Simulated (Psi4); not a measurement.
# C2HClFIn (SMILES C#[C][In]([F])[Cl]): CCSD(T)/def2-SVP (core potential)

Aim: the energy change on altering one bond length of C2HClFIn at CCSD(T)/def2-SVP (core potential), from 2 runs. 

The calculation is run with Psi4 1.11.

### Step 1. The system as given

C2HClFIn: 6 atoms, total charge 0, spin state singlet. As SMILES, `C#[C][In]([F])[Cl]`. Geometry: relaxed at PBE0-D4/def2-TZVP.

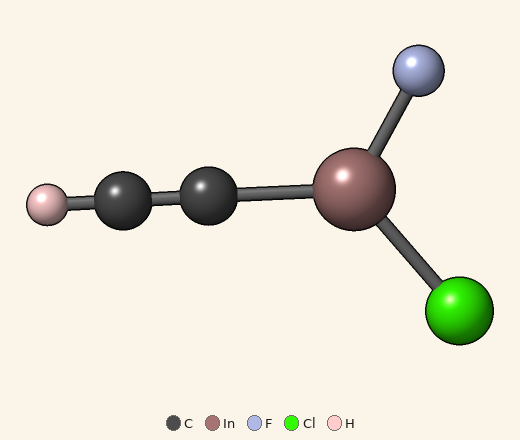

Viewed from a chosen angle; carbon dark grey, indium brown, fluorine light blue, chlorine green, hydrogen pink.

### Step 2. A single-point energy at CCSD(T)/def2-SVP (core potential)

c2hclfin.xyz reads:

```xyz
6
C2HClFIn
C      1.088300     0.340300     1.700800
C      0.438900     0.120100     0.708700
In    -0.655800    -0.235700    -0.984700
F     -1.773600    -1.806600    -1.123700
Cl    -0.759200     1.049500    -2.880900
H      1.661500     0.532400     2.579900
```

run_ase.py reads:

```python
import numpy as np
from ase.calculators.psi4 import Psi4
from ase.io import read

mol = read('c2hclfin.xyz')
calc = Psi4(atoms=mol, method='ccsd(t)', basis='def2-SVP', memory='2200MB', num_threads=1, charge=0, multiplicity=1, label='psi4-calc')
calc.psi4.set_options({'puream': True, 'e_convergence': 1e-09, 'd_convergence': 1e-08, 'scf_type': 'pk', 'num_frozen_docc': 12})
mol.calc = calc

print(f'energy: {mol.get_potential_energy():.6f} eV')
```

Command:

```
$ python run_ase.py
```

psi4-calc.dat:

```text
[...]
    !!!  WARNING: ECP capability is in beta. Please check occupations closely.  !!!
[...]
  Running in c1 symmetry.
[...]
  Nuclear repulsion =  274.588230394353843
[...]
  Multiplicity = 1
[...]
  Nalpha       = 30
  Nbeta        = 30
[...]
    Number of basis functions: 91
[...]
   @RHF iter   1:  -824.06321862240884   -2.14624e+00   5.71973e-03 DIIS/ADIIS
[...]
   @RHF iter  13:  -824.19385661999172   -5.57066e-12   6.88299e-09 DIIS
[...]
    Orbital Energies [Eh]
    ---------------------
    Doubly Occupied:
       1A   -104.785943     2A    -26.215500     3A    -11.273298
       4A    -11.253912     5A    -10.548319     6A     -8.022799
       7A     -8.020432     8A     -8.020259     9A     -5.450146
      10A     -3.712538    11A     -3.706489    12A     -3.704204
      13A     -1.467760    14A     -1.126166    15A     -1.104380
      16A     -1.097250    17A     -1.095093    18A     -1.090439
      19A     -1.038977    20A     -1.028438    21A     -0.752516
      22A     -0.639275    23A     -0.587978    24A     -0.580196
      25A     -0.562437    26A     -0.499841    27A     -0.466372
      28A     -0.460724    29A     -0.431441    30A     -0.429636
[...]
  @RHF Final Energy:  -824.19385661999172
   => Energetics <=
    Nuclear Repulsion Energy =            274.5882303943538432
    One-Electron Energy =               -1759.2186597880988757
    Two-Electron Energy =                 660.4365727737533689
    Total Energy =                       -824.1938566199917204
[...]
 Multipole Moments:
 ------------------------------------------------------------------------------------
     Multipole            Electronic (a.u.)      Nuclear  (a.u.)        Total (a.u.)
 ------------------------------------------------------------------------------------
 L = 1.  Multiply by 2.5417464519 to convert [e a0] to [Debye]
 Dipole X            :         -6.6091555            7.4796576            0.8705021
 Dipole Y            :        -10.2296487           10.7658489            0.5362002
 Dipole Z            :          0.4160462            0.5966822            1.0127284
 Magnitude           :                                                    1.4390634
[...]
      * MP2 total energy                      = -824.836517391004804
[...]
      * CCSD total energy                     = -824.862532558037856
[...]
      * CCSD(T) total energy                  = -824.883350485180131
```

Standard output:

```text
energy: -22446.219275 eV
```

It took 48 s on 1 thread of Intel Xeon Platinum 8488C (Sapphire Rapids), shared host; peak memory 0.58 GiB.

### Step 3. The distorted shape at the same level

input.json reads:

```json
{
  "schema_name": "qcschema_input",
  "schema_version": 1,
  "molecule": {
    "schema_name": "qcschema_molecule",
    "schema_version": 2,
    "symbols": ["C", "C", "In", "F", "Cl", "H"],
    "geometry": [2.11520447, -0.08548176, 4.28896588, 0.88801632, -0.50159945, 2.41416859, -1.18066687, -1.17396401, -0.78589363, -3.29300273, -4.14253478, -1.04856556, -1.43468007, 1.98326757, -5.44411199, 3.19839548, 0.27753463, 5.95022411],
    "molecular_charge": 0,
    "molecular_multiplicity": 1,
    "fix_symmetry": "c1",
    "fix_com": true,
    "fix_orientation": true
  },
  "driver": "energy",
  "model": {
    "method": "ccsd(t)",
    "basis": "def2-SVP"
  },
  "keywords": {
    "puream": true,
    "e_convergence": 1e-09,
    "d_convergence": 1e-08,
    "scf_type": "pk",
    "num_frozen_docc": 12
  }
}
```

Command:

```
$ psi4 --qcschema input.json -n 1 --memory 2200MB
```

stdout:

```text
[...]
    !!!  WARNING: ECP capability is in beta. Please check occupations closely.  !!!
[...]
  Running in c1 symmetry.
[...]
  Nuclear repulsion =  248.938446926770325
[...]
  Multiplicity = 1
[...]
  Nalpha       = 30
  Nbeta        = 30
[...]
    Number of basis functions: 91
[...]
   @RHF iter   1:  -823.96954136701083   -2.27242e+00   6.02088e-03 DIIS/ADIIS
[...]
   @RHF iter  14:  -824.13591729458210   -7.38964e-12   7.65523e-09 DIIS
[...]
    Orbital Energies [Eh]
    ---------------------
    Doubly Occupied:
       1A   -104.737235     2A    -26.244487     3A    -11.295804
       4A    -11.276727     5A    -10.494331     6A     -7.968695
       7A     -7.966698     8A     -7.966652     9A     -5.487431
      10A     -3.749869    11A     -3.742514    12A     -3.741439
      13A     -1.493926    14A     -1.140004    15A     -1.131849
      16A     -1.131035    17A     -1.129613    18A     -1.121577
      19A     -1.049242    20A     -0.987763    21A     -0.771030
      22A     -0.656864    23A     -0.608665    24A     -0.605692
      25A     -0.582142    26A     -0.452936    27A     -0.452104
      28A     -0.411154    29A     -0.403484    30A     -0.402687
[...]
  @RHF Final Energy:  -824.13591729458210
   => Energetics <=
    Nuclear Repulsion Energy =            248.9384469267703253
    One-Electron Energy =               -1707.7414276010727008
    Two-Electron Energy =                 634.6670633797203891
    Total Energy =                       -824.1359172945821001
[...]
 Multipole Moments:
 ------------------------------------------------------------------------------------
     Multipole            Electronic (a.u.)      Nuclear  (a.u.)        Total (a.u.)
 ------------------------------------------------------------------------------------
 L = 1.  Multiply by 2.5417464519 to convert [e a0] to [Debye]
 Dipole X            :         58.5964665          -57.6028698            0.9935967
 Dipole Y            :         31.3636225          -31.4654612           -0.1018387
 Dipole Z            :         74.4175246          -72.3217292            2.0957955
 Magnitude           :                                                    2.3216296
[...]
      * MP2 total energy                      = -824.778861253598279
[...]
      * CCSD total energy                     = -824.806180464342788
[...]
      * CCSD(T) total energy                  = -824.828667604687666
[...]
```

The result, in JSON:

```text
{
 "driver": "energy",
 "model": {
  "method": "ccsd(t)",
  "basis": "def2-SVP"
 },
 "success": true,
 "return_result": -824.8286676046877,
 "properties": {
  "calcinfo_nbasis": 91,
  "calcinfo_nmo": 91,
  "calcinfo_nalpha": 30,
  "calcinfo_nbeta": 30,
  "calcinfo_natom": 6,
  "nuclear_repulsion_energy": 248.93844692677033,
  "return_energy": -824.8286676046877,
  "scf_one_electron_energy": -1707.7414276010727,
  "scf_two_electron_energy": 634.6670633797204,
  "scf_dipole_moment": [0.9935967052142729, -0.10183866679268405, 2.0957954636001404],
  "scf_total_energy": -824.1359172945821,
  "scf_iterations": 14,
  "mp2_same_spin_correlation_energy": -0.17197856380327337,
  "mp2_opposite_spin_correlation_energy": -0.47096539521179326,
  "mp2_singles_energy": -3.737102374355519e-27,
  "mp2_doubles_energy": -0.6429439590150666,
  "mp2_correlation_energy": -0.6429439590150666,
  "mp2_total_energy": -824.7788612535983,
  "ccsd_same_spin_correlation_energy": -0.1521367018467744,
  "ccsd_opposite_spin_correlation_energy": -0.5181264679127905,
  "ccsd_singles_energy": 0.0,
  "ccsd_doubles_energy": -0.6702631697595649,
  "ccsd_correlation_energy": -0.6702631697595647,
  "ccsd_total_energy": -824.8061804643428,
  "ccsd_iterations": 18,
  "ccsd_prt_pr_correlation_energy": -0.692750310104465,
  "ccsd_prt_pr_total_energy": -824.8286676046877
 }
}
```

It took 54 s on 1 thread of Intel Xeon Platinum 8488C (Sapphire Rapids), shared host; peak memory 0.57 GiB.

### Step 4. Outcome

Level: CCSD(T)/def2-SVP (core potential), 12 core orbitals frozen.

```
                                                           quantity          value
                                          first shape: total energy  -824.88335 Eh
                   first shape: HOMO energy (Hartree–Fock orbitals)      -11.69 eV
                   first shape: LUMO energy (Hartree–Fock orbitals)        0.90 eV
                 first shape: HOMO–LUMO gap (Hartree–Fock orbitals)       12.60 eV
          first shape: correlation energy (12 core orbitals frozen)     -689.5 mEh
                                        first shape: (T) correction     -20.82 mEh
                                         first shape: T1 diagnostic          0.014
                                      distorted shape: total energy  -824.82867 Eh
               distorted shape: HOMO energy (Hartree–Fock orbitals)      -10.96 eV
               distorted shape: LUMO energy (Hartree–Fock orbitals)       -0.37 eV
             distorted shape: HOMO–LUMO gap (Hartree–Fock orbitals)       10.59 eV
      distorted shape: correlation energy (12 core orbitals frozen)     -692.8 mEh
                                    distorted shape: (T) correction     -22.49 mEh
                                     distorted shape: T1 diagnostic          0.016
energy change with the In3–Cl5 bond stretched from 2.293 to 2.981 Å       1.488 eV
```

**Reading.** With the In3–Cl5 bond stretched from 2.293 to 2.981 Å the energy rises by 1.49 eV (144 kJ/mol). The first shape isn't relaxed at this level, so the change isn't measured from a minimum. The triples (first shape) make up 3.0 % of the correlation energy. The triples (distorted shape) make up 3.2 % of the correlation energy.
